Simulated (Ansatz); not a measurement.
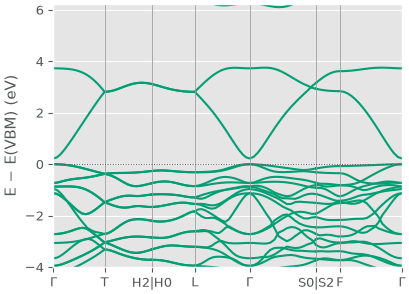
*Band structure from the program Ansatz at the r²SCAN level (PAW)*

**Question.** Read off the gap and where the band edges lie.

**Answer.** About 0.2 eV (0.23 eV by a search for the band edges); maximum at Γ, minimum at Γ.

**Question.** Which of these materials gives this?
A) ZnCrF6, R-3 (Zn on 3a, Cr on 3b, F on 18f)
B) TePb2Se, R-3m (Te on 3b, Pb on 6c, Se on 3a)
C) ZnPbO3, R3c (Zn on 6a, Pb on 6a, O on 18b)
D) TePb2S, R-3m (Te on 3b, Pb on 6c, S on 3a)

**Answer.** C, ZnPbO3, R3c (Zn on 6a, Pb on 6a, O on 18b)

The first step of the workflow began from a Materials Project structure, measured or hypothetical; the Crystallography Open Database copy checked does not list it. With Zn and Pb taken as one species the cell has the higher symmetry R-3c, so it may be an ordered model of a mixed-site phase. Whether it is the stable phase at ambient conditions was not checked. Symmetry was held in the r²SCAN relaxation; of distortions, only those at the zone centre were tested. Scalar-relativistic: spin–orbit coupling is off unless named, which matters more the heavier the elements.

Potentials: the later of the program's two PAW sets.
